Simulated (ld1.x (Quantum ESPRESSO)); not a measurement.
# An ultrasoft potential for F, from input to tests

Aim: build the potential from the settings below, then test how well it stands in for the atom: other configurations, scattering, ghost states and the plane-wave cutoff that it needs.

Program: ld1.x (Quantum ESPRESSO) 7.5. Reference atom: PBE, scalar-relativistic, spherical and spin-unpolarised. All values are calculated.

## 1. Starting point

The settings as typed:

```json
{
  "element": "fluorine (F, Z = 9)",
  "type": "ultrasoft",
  "frozen core": "[He]",
  "valence charge": "7",
  "reference configuration": "2s2 2p4 (charge +1)",
  "partial waves": "2s (bound): rcut 0.45, rcutus 0.55 bohr; 2s channel at -2.7 Ry: rcut 0.45, rcutus 0.55 bohr; 2p (bound): rcut 1.00, rcutus 1.10 bohr; 2p channel at -1.6 Ry: rcut 1.00, rcutus 1.10 bohr",
  "local potential": "all-electron potential smoothed inside 0.75 bohr (lloc = -2)",
  "core correction": "Bessel-smoothed model core inside 0.40 bohr",
  "augmentation charge": "built from norm-conserving waves at rcut, not smoothed further"
}
```

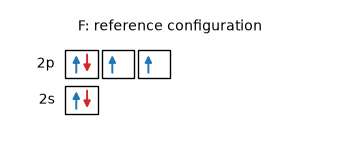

The outer shells as boxes. The arrows follow Hund's rule for the drawing; the calculation itself is spin-unpolarised.

An earlier all-electron run gives the scale for the radii.

All-electron outer shells of the reference configuration (PBE, scalar-relativistic, ld1.x):

```csv
shell,level (eV),outermost node (bohr),outermost maximum (bohr)
1s,-684.12,–,0.11
2s,-47.39,0.24,0.75
2p,-28.31,–,0.68
3d,-1.72,–,6.87
```

## 2. Generating the potential

F.in reads:

```
 &input
   title='F', zed=9., rel=1, dft='PBE', iswitch=3,
   config='[He] 2s2 2p4',
   nld=2, rlderiv=1.20, eminld=-5.0, emaxld=5.0, deld=0.02
 /
 &inputp
   pseudotype=3, tm=.true., lloc=-2, rcloc=0.75,
   nlcc=.true., new_core_ps=.true., rcore=0.40,
   file_pseudopw='F.UPF', file_wfcaegen='ae.wfc', file_wfcncgen='nc.wfc', file_beta='beta', file_chi='chi', file_wfcusgen='us.wfc'
 /
4
2S  1  0   2.00   0.00  0.45  0.55  0.0
2S  1  0   0.00  -2.70  0.45  0.55  0.0
2P  2  1   4.00   0.00  1.00  1.10  0.0
2P  2  1   0.00  -1.60  1.00  1.10  0.0
 &test
   configts(1)='2s2 2p4'
 /
```

The run is started by

```bash
ld1.x < F.in > F.out
```

What the program wrote to F.out (without the banner and most projector matrices):

```text
     Program LD1 v.7.5
     --------------------------- All-electron run ----------------------------

     F
     scalar relativistic calculation

     atomic number is  9.00
     dft =PBE   lsd =0 sic =0 latt =0  beta=0.20 tr2=1.0E-14
     Exchange-correlation= PBE
                           (   1   4   3   4   0   0   0)
     mesh =1105 r(mesh) =  99.76081 a.u. xmin = -7.00 dx = 0.01250
     1 Ry =  13.60569312 eV, c = 137.03599908

     n l     nl                  e(Ry)          e(Ha)          e(eV)
     1 0     1S 1( 2.00)       -50.2821       -25.1410      -684.1226
     2 0     2S 1( 2.00)        -3.4829        -1.7415       -47.3875
     2 1     2P 1( 4.00)        -2.0807        -1.0403       -28.3087

     final scf error:  2.1E-15 reached in  24 iterations

     Etot =    -198.064175 Ry,     -99.032088 Ha,   -2694.800387 eV

     Ekin =     197.957838 Ry,      98.978919 Ha,    2693.353589 eV
     Encl =    -464.349038 Ry,    -232.174519 Ha,   -6317.790508 eV
     Eh   =      87.742187 Ry,      43.871093 Ha,    1193.793270 eV
     Exc  =     -19.415162 Ry,      -9.707581 Ha,    -264.156738 eV

     normalization and overlap integrals

     s(1S/1S) =  1.000000  <r> =   0.1763  <r2> =    0.0420  r(max) =   0.1139
     s(2S/2S) =  1.000000  <r> =   0.9615  <r2> =    1.1139  r(max) =   0.7522
     s(2P/2P) =  1.000000  <r> =   0.9832  <r2> =    1.2443  r(max) =   0.6806

     ------------------------ End of All-electron run ------------------------

     --------------------- Generating US pseudopotential ---------------------

      Generating local potential from pseudized AE potential:
      Matching radius rcloc =   0.7500
      Enforcing V''(0)=0 (lloc=-2)

      Local pseudo, rcloc= 0.743 Estimated cut-off energy=    54.17 Ry

      Computing core charge for nlcc:

       r > 0.40 : true rho core
      Core charge pseudized with two Bessel functions
      Integrated core pseudo-charge :   0.85

      Wfc   2S  rcut= 0.451  Using Troullier-Martins method
      Wfc-us  2S rcutus= 0.550  Estimated cut-off energy=   135.34 Ry

      Wfc   2S  rcut= 0.451  Using Troullier-Martins method
      Wfc-us  2S rcutus= 0.550  Estimated cut-off energy=   136.29 Ry

      Wfc   2P  rcut= 1.003  Using Troullier-Martins method
      Wfc-us  2P rcutus= 1.108  Estimated cut-off energy=    63.69 Ry

      Wfc   2P  rcut= 1.003  Using Troullier-Martins method
      Wfc-us  2P rcutus= 1.108  Estimated cut-off energy=    65.75 Ry

     ------------------- End of pseudopotential generation -------------------

     [... the all-electron block is printed once more ...]


     Computing logarithmic derivative in   1.20207
     Computing logarithmic derivative in   1.20207
     Computing the partial wave expansion
     R is outside the sphere for l=    0 j= 0.00
     R is outside the sphere for l=    0 j= 0.00
     R is outside the sphere for l=    1 j= 0.00
     R is outside the sphere for l=    1 j= 0.00

     ---------------------- Testing the pseudopotential ----------------------

     F
     scalar relativistic calculation

     atomic number is  9.00   valence charge is  7.00
     dft =PBE   lsd =0 sic =0 latt =0  beta=0.20 tr2=1.0E-14
     mesh =1105 r(mesh) =  99.76081 xmin = -7.00 dx = 0.01250

     n l     nl             e AE (Ry)        e PS (Ry)    De AE-PS (Ry)
     1 0     2S   1( 2.00)       -3.48292       -3.48299        0.00007
     2 1     2P   1( 4.00)       -2.08065       -2.08066        0.00001

     eps = 1.0E-16  iter =  4

     Etot =    -198.064175 Ry,     -99.032088 Ha,   -2694.800387 eV
     Etotps =   -49.223534 Ry,     -24.611767 Ha,    -669.720292 eV

     Ekin =      23.824047 Ry,      11.912023 Ha,     324.142669 eV
     Encl =    -100.384375 Ry,     -50.192188 Ha,   -1365.799005 eV
     Ehrt =      33.760480 Ry,      16.880240 Ha,     459.334728 eV
     Ecxc =     -10.745189 Ry,      -5.372595 Ha,    -146.195748 eV
     (Ecc =      -2.383984 Ry,      -1.191992 Ha,     -32.435757 eV)
     Epseu=       4.321504 Ry,       2.160752 Ha,      58.797062 eV

     ---------------------- End of pseudopotential test ----------------------
```

Wall time 4.7 s (1 thread, shared host). (Generation and the later configuration tests together.)

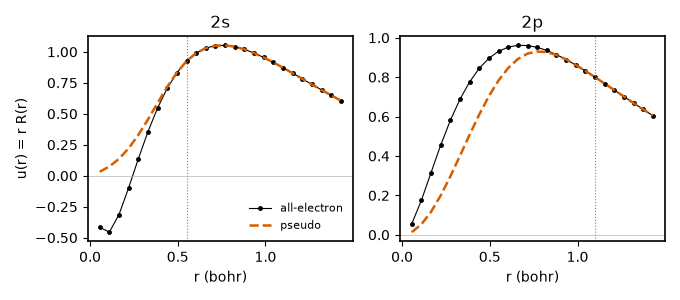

Bound waves of the atom and their pseudo partners (2s, 2p), with the matching radii dotted. The curves join 26 sampled radii.

## 3. Testing the new file in other configurations

F.test.in reads:

```
 &input
   title='F', zed=9., rel=1, dft='PBE', iswitch=2,
   config='[He] 2s2 2p4'
 /
 &test
   file_pseudo='F.UPF', nconf=8,
   configts(1)='2s2 2p4',
   configts(2)='2s2 2p5',
   configts(3)='2s2 2p3',
   configts(4)='2s2 2p2',
   configts(5)='2s2 2p5.3',
   configts(6)='2s2 2p1',
   configts(7)='2s2 2p4.5',
   configts(8)='2s1 2p6'
 /
```

The run is started by

```bash
ld1.x < F.test.in > F.test.out
```

F.test.out, the pseudopotential blocks:

```text
     ---------------------- Testing the pseudopotential ----------------------

     F
     scalar relativistic calculation

     atomic number is  9.00   valence charge is  7.00
     dft =PBE   lsd =0 sic =0 latt =0  beta=0.20 tr2=1.0E-14
     mesh =1105 r(mesh) =  99.76081 xmin = -7.00 dx = 0.01250

     n l     nl             e AE (Ry)        e PS (Ry)    De AE-PS (Ry)
     1 0     2S   1( 2.00)       -3.48292       -3.48299        0.00007
     2 1     2P   1( 4.00)       -2.08065       -2.08066        0.00001

     eps = 1.0E-16  iter =  4

     Etot =    -198.064175 Ry,     -99.032087 Ha,   -2694.800379 eV
     Etotps =   -49.223534 Ry,     -24.611767 Ha,    -669.720292 eV

     Ekin =      23.824047 Ry,      11.912023 Ha,     324.142669 eV
     Encl =    -100.384375 Ry,     -50.192188 Ha,   -1365.799005 eV
     Ehrt =      33.760480 Ry,      16.880240 Ha,     459.334728 eV
     Ecxc =     -10.745189 Ry,      -5.372595 Ha,    -146.195748 eV
     (Ecc =      -2.383984 Ry,      -1.191992 Ha,     -32.435757 eV)
     Epseu=       4.321504 Ry,       2.160752 Ha,      58.797062 eV

     ---------------------- End of pseudopotential test ----------------------

     ---------------------- Testing the pseudopotential ----------------------

     F
     scalar relativistic calculation

     atomic number is  9.00   valence charge is  7.00
     dft =PBE   lsd =0 sic =0 latt =0  beta=0.20 tr2=1.0E-14
     mesh =1105 r(mesh) =  99.76081 xmin = -7.00 dx = 0.01250

     n l     nl             e AE (Ry)        e PS (Ry)    De AE-PS (Ry)
     1 0     2S   1( 2.00)       -2.19758       -2.19648       -0.00110
     2 1     2P   1( 5.00)       -0.81670       -0.81722        0.00052

     eps = 3.9E-15  iter = 12

     Etot =    -199.489330 Ry,     -99.744665 Ha,   -2714.190600 eV
     Etotps =   -50.649163 Ry,     -25.324581 Ha,    -689.116968 eV
     dEtot_ae =      -1.425155 Ry
     dEtot_ps =      -1.425629 Ry,   Delta E=       0.000474 Ry

     Ekin =      25.535993 Ry,      12.767997 Ha,     347.434890 eV
     Encl =    -110.860288 Ry,     -55.430144 Ha,   -1508.331053 eV
     Ehrt =      42.308753 Ry,      21.154376 Ha,     575.639909 eV
     Ecxc =     -11.773940 Ry,      -5.886970 Ha,    -160.192614 eV
     (Ecc =      -2.383984 Ry,      -1.191992 Ha,     -32.435757 eV)
     Epseu=       4.140318 Ry,       2.070159 Ha,      56.331900 eV

     ---------------------- End of pseudopotential test ----------------------

     ---------------------- Testing the pseudopotential ----------------------

     F
     scalar relativistic calculation

     atomic number is  9.00   valence charge is  7.00
     dft =PBE   lsd =0 sic =0 latt =0  beta=0.20 tr2=1.0E-14
     mesh =1105 r(mesh) =  99.76081 xmin = -7.00 dx = 0.01250

     n l     nl             e AE (Ry)        e PS (Ry)    De AE-PS (Ry)
     1 0     2S   1( 2.00)       -4.99731       -4.99834        0.00103
     2 1     2P   1( 3.00)       -3.60167       -3.59819       -0.00349

     eps = 6.9E-15  iter =  7

     Etot =    -195.242940 Ry,     -97.621470 Ha,   -2656.415526 eV
     Etotps =   -46.403569 Ry,     -23.201784 Ha,    -631.352716 eV
     dEtot_ae =       2.821235 Ry
     dEtot_ps =       2.819965 Ry,   Delta E=       0.001270 Ry

     Ekin =      21.065441 Ry,      10.532720 Ha,     286.609924 eV
     Encl =     -87.468347 Ry,     -43.734173 Ha,   -1190.067481 eV
     Ehrt =      25.059569 Ry,      12.529784 Ha,     340.952801 eV
     Ecxc =      -9.483436 Ry,      -4.741718 Ha,    -129.028721 eV
     (Ecc =      -2.383984 Ry,      -1.191992 Ha,     -32.435757 eV)
     Epseu=       4.423204 Ry,       2.211602 Ha,      60.180760 eV

     ---------------------- End of pseudopotential test ----------------------

     ---------------------- Testing the pseudopotential ----------------------

     F
     scalar relativistic calculation

     atomic number is  9.00   valence charge is  7.00
     dft =PBE   lsd =0 sic =0 latt =0  beta=0.20 tr2=1.0E-14
     mesh =1105 r(mesh) =  99.76081 xmin = -7.00 dx = 0.01250

     n l     nl             e AE (Ry)        e PS (Ry)    De AE-PS (Ry)
     1 0     2S   1( 2.00)       -6.70364       -6.70340       -0.00024
     2 1     2P   1( 2.00)       -5.34782       -5.33323       -0.01459  !

     eps = 5.0E-15  iter =  7

     Etot =    -190.786158 Ry,     -95.393079 Ha,   -2595.777923 eV
     Etotps =   -41.954789 Ry,     -20.977394 Ha,    -570.823981 eV
     dEtot_ae =       7.278016 Ry
     dEtot_ps =       7.268745 Ry,   Delta E=       0.009272 Ry

     Ekin =      17.292482 Ry,       8.646241 Ha,     235.276202 eV
     Encl =     -72.454940 Ry,     -36.227470 Ha,    -985.799681 eV
     Ehrt =      16.909510 Ry,       8.454755 Ha,     230.065601 eV
     Ecxc =      -8.055563 Ry,      -4.027782 Ha,    -109.601519 eV
     (Ecc =      -2.383984 Ry,      -1.191992 Ha,     -32.435757 eV)
     Epseu=       4.353723 Ry,       2.176861 Ha,      59.235416 eV

     ---------------------- End of pseudopotential test ----------------------

     ---------------------- Testing the pseudopotential ----------------------

     F
     scalar relativistic calculation

     atomic number is  9.00   valence charge is  7.00
     dft =PBE   lsd =0 sic =0 latt =0  beta=0.20 tr2=1.0E-14
     mesh =1105 r(mesh) =  99.76081 xmin = -7.00 dx = 0.01250

     n l     nl             e AE (Ry)        e PS (Ry)    De AE-PS (Ry)
     1 0     2S   1( 2.00)       -1.86725       -1.86587       -0.00138
     2 1     2P   1( 5.30)       -0.49676       -0.49719        0.00043

     eps = 1.3E-15  iter = 12

     Etot =    -199.685554 Ry,     -99.842777 Ha,   -2716.860368 eV
     Etotps =   -50.845549 Ry,     -25.422774 Ha,    -691.788930 eV
     dEtot_ae =      -1.621379 Ry
     dEtot_ps =      -1.622015 Ry,   Delta E=       0.000636 Ry

     Ekin =      25.842311 Ry,      12.921155 Ha,     351.602552 eV
     Encl =    -113.444163 Ry,     -56.722081 Ha,   -1543.486464 eV
     Ehrt =      44.693818 Ry,      22.346909 Ha,     608.090373 eV
     Ecxc =     -12.023637 Ry,      -6.011818 Ha,    -163.589913 eV
     (Ecc =      -2.383984 Ry,      -1.191992 Ha,     -32.435757 eV)
     Epseu=       4.086122 Ry,       2.043061 Ha,      55.594522 eV

     ---------------------- End of pseudopotential test ----------------------

     ---------------------- Testing the pseudopotential ----------------------

     F
     scalar relativistic calculation

     atomic number is  9.00   valence charge is  7.00
     dft =PBE   lsd =0 sic =0 latt =0  beta=0.20 tr2=1.0E-14
     mesh =1105 r(mesh) =  99.76081 xmin = -7.00 dx = 0.01250

     n l     nl             e AE (Ry)        e PS (Ry)    De AE-PS (Ry)
     1 0     2S   1( 2.00)       -8.57765       -8.56888       -0.00877  !
     2 1     2P   1( 1.00)       -7.29740       -7.25460       -0.04280  !

     eps = 6.4E-15  iter = 13

     Etot =    -184.479831 Ry,     -92.239915 Ha,   -2509.975963 eV
     Etotps =   -35.675049 Ry,     -17.837524 Ha,    -485.383768 eV
     dEtot_ae =      13.584344 Ry
     dEtot_ps =      13.548485 Ry,   Delta E=       0.035859 Ry

     Ekin =      12.555014 Ry,       6.277507 Ha,     170.819673 eV
     Encl =     -55.623527 Ry,     -27.811764 Ha,    -756.796644 eV
     Ehrt =       9.876715 Ry,       4.938358 Ha,     134.379555 eV
     Ecxc =      -6.528615 Ry,      -3.264308 Ha,     -88.826334 eV
     (Ecc =      -2.383984 Ry,      -1.191992 Ha,     -32.435757 eV)
     Epseu=       4.045364 Ry,       2.022682 Ha,      55.039982 eV

     ---------------------- End of pseudopotential test ----------------------

     ---------------------- Testing the pseudopotential ----------------------

     F
     scalar relativistic calculation

     atomic number is  9.00   valence charge is  7.00
     dft =PBE   lsd =0 sic =0 latt =0  beta=0.20 tr2=1.0E-14
     mesh =1105 r(mesh) =  99.76081 xmin = -7.00 dx = 0.01250

     n l     nl             e AE (Ry)        e PS (Ry)    De AE-PS (Ry)
     1 0     2S   1( 2.00)       -2.80814       -2.80760       -0.00054
     2 1     2P   1( 4.50)       -1.41356       -1.41404        0.00048

     eps = 5.9E-15  iter = 11

     Etot =    -198.934914 Ry,     -99.467457 Ha,   -2706.647396 eV
     Etotps =   -50.094454 Ry,     -25.047227 Ha,    -681.569763 eV
     dEtot_ae =      -0.870740 Ry
     dEtot_ps =      -0.870920 Ry,   Delta E=       0.000180 Ry

     Ekin =      24.812270 Ry,      12.406135 Ha,     337.588128 eV
     Encl =    -105.955763 Ry,     -52.977882 Ha,   -1441.601600 eV
     Ehrt =      38.108109 Ry,      19.054054 Ha,     518.487236 eV
     Ecxc =     -11.293577 Ry,      -5.646788 Ha,    -153.656942 eV
     (Ecc =      -2.383984 Ry,      -1.191992 Ha,     -32.435757 eV)
     Epseu=       4.234508 Ry,       2.117254 Ha,      57.613414 eV

     ---------------------- End of pseudopotential test ----------------------

     ---------------------- Testing the pseudopotential ----------------------

     F
     scalar relativistic calculation

     atomic number is  9.00   valence charge is  7.00
     dft =PBE   lsd =0 sic =0 latt =0  beta=0.20 tr2=1.0E-14
     mesh =1105 r(mesh) =  99.76081 xmin = -7.00 dx = 0.01250

     n l     nl             e AE (Ry)        e PS (Ry)    De AE-PS (Ry)
     1 0     2S   1( 1.00)       -2.23280       -2.22863       -0.00418
     2 1     2P   1( 6.00)       -0.84819       -0.84923        0.00104

     eps = 8.3E-15  iter =  8

     Etot =    -198.106554 Ry,     -99.053277 Ha,   -2695.376983 eV
     Etotps =   -49.269809 Ry,     -24.634904 Ha,    -670.349897 eV
     dEtot_ae =      -0.042380 Ry
     dEtot_ps =      -0.046275 Ry,   Delta E=       0.003895 Ry

     Ekin =      27.568709 Ry,      13.784354 Ha,     375.091390 eV
     Encl =    -110.791528 Ry,     -55.395764 Ha,   -1507.395530 eV
     Ehrt =      42.070854 Ry,      21.035427 Ha,     572.403124 eV
     Ecxc =     -11.716135 Ry,      -5.858067 Ha,    -159.406136 eV
     (Ecc =      -2.383984 Ry,      -1.191992 Ha,     -32.435757 eV)
     Epseu=       3.598292 Ry,       1.799146 Ha,      48.957256 eV

     ---------------------- End of pseudopotential test ----------------------
```

Excitation and ionisation energies from 2s2 2p4, with the error of the potential. The frozen-core shift comes from a second all-electron run, not shown, with the core orbitals held at their reference shape; it is that run's ΔE less the relaxed one.

```csv
valence configuration,charge,ΔE all-electron (eV),error AE − PS (meV),frozen-core shift (meV)
2s2 2p5,0,-19.390,+6.4,+0.1
2s2 2p3,+2,38.385,+17,+0.4
2s2 2p2,+3,99.022,+126,+3.3
2s2 2p5.3,-0.3,-22.060,+8.7,+0.1
2s2 2p1,+4,184.824,+488,+13
2s2 2p4.5,+0.5,-11.847,+2.4,0.0
2s1 2p6,0,-0.577,+53,+0.5
```

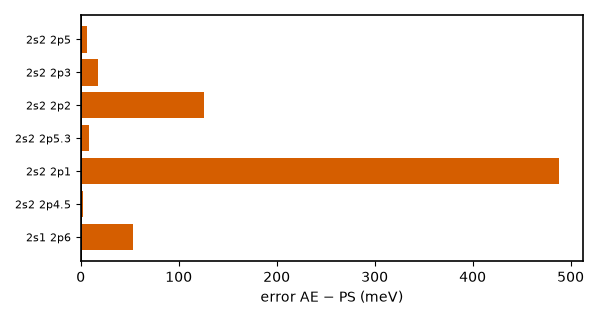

Error of the potential in each test configuration.

## 4. Logarithmic derivatives

Taken from the files of the generation run. The phase is arctan(r·u′/u) with u = r·R, unwrapped, with energies in Ry. A pole is an energy at which the radial function vanishes at the test radius. The pseudo phase is shifted by a multiple of π to meet the all-electron one at the reference energy. Levels narrower than the energy grid can be missing from the poles. The last column is the largest difference on the grid between −1 and +1 Ry.

| channel | radius (bohr) | reference (Ry) | poles AE | poles PS | window around the reference with phases within 0.05 rad (Ry) | largest difference near zero (rad) |
| --- | --- | --- | --- | --- | --- | --- |
| s | 1.20 | -3.48 | -0.06 | -0.06 | the whole range | 0.001 |
| p | 1.20 | -2.08 | 0.61 | 0.61 | the whole range | 0.000 |

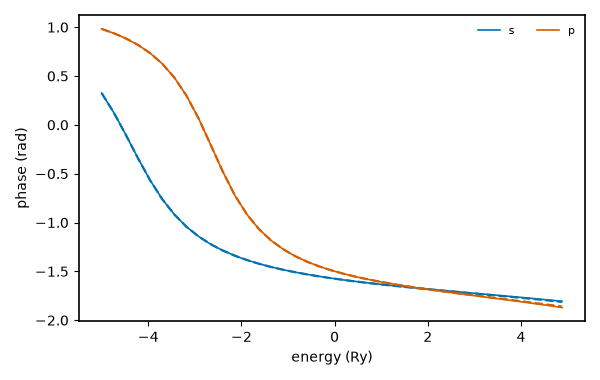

Phases by channel: all-electron solid, pseudo dashed.

## 5. Cutoff and ghost test in a Bessel basis

A separate test, outside the generator: the pseudo-atom's Hamiltonian at the reference potential is diagonalised in spherical Bessel functions j_l(qr) that vanish at 20 bohr, with q² up to the cutoff.

All-electron valence levels (Ry): 2s -3.4829, 2p -2.0806. The lowest levels of each channel (Ry) by cutoff; the last column sums, over occupied levels, occupation times the distance from the level at 400 Ry. A positive value at high cutoff is not a bound level.

```tsv
cutoff (Ry)	s #1	p #1	d #1	f #1	Σ f·Δε (mRy)
8	-2.9207	-0.8716	-0.1254	-0.0414	5960.8
15	-2.9577	-1.3745	-0.1257	-0.0414	3875.1
21	-2.9895	-1.6655	-0.1258	-0.0414	2647.7
35	-3.1445	-2.0119	-0.1258	-0.0414	951.9
50	-3.3123	-2.0727	-0.1258	-0.0414	373.1
60	-3.3741	-2.0792	-0.1258	-0.0414	223.6
90	-3.4607	-2.0803	-0.1258	-0.0414	46.0
120	-3.4789	-2.0806	-0.1258	-0.0414	8.2
160	-3.4825	-2.0806	-0.1258	-0.0414	1.1
180	-3.4826	-2.0806	-0.1258	-0.0414	0.9
230	-3.4827	-2.0807	-0.1258	-0.0414	0.6
400	-3.4830	-2.0807	-0.1258	-0.0414	0.0
```

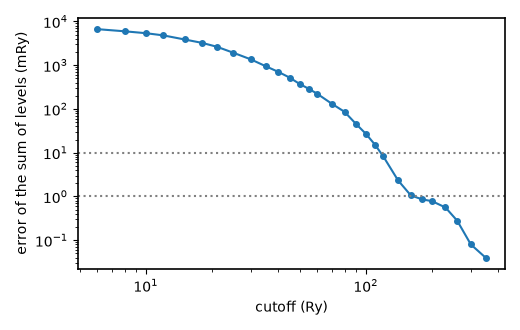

Occupation-weighted error of the valence levels against the cutoff; the dotted lines mark 10 and 1 mRy.

The sum stays within 10 mRy from 120 Ry and within 1 mRy from 180 Ry. The sum leaves out empty levels, which can need more. Ghost test: no level below the all-electron spectrum of its channel (s, p, d, f tested).

## 6. What came out

| quantity | value |
| --- | --- |
| cutoffs for 10 and 1 mRy, occupied levels | 120 Ry and 180 Ry |
| bound ghosts | none found |
| largest test error (AE − PS) | +488 meV, for 2s2 2p1 |
| largest phase difference near zero energy, channels read | 0.001 rad |
| lowest eigenvalue of the overlap (Bessel basis) | 0.719 (s) |

What this shows: The worst unpolarised test, 2s2 2p1, is off by 488 meV on 184.8 eV; by total energies transferability rates as fair for so large an energy. That test lies far up in energy; among those under 40 eV, nearer to bonding, the largest error is 53 meV. Freezing the core alone would shift it much less, so the error comes from the pseudisation. The potential is hard: the looser tolerance needs 120 Ry. The slowest occupied level is 2s: taken alone it needs 160 Ry to come within 1 mRy, against 70 Ry for 2p. No bound ghost shows below the valence levels. Near zero energy the phases of the channels with partial waves agree within 0.001 rad. These are tests on the free atom; a crystal test is still owed.
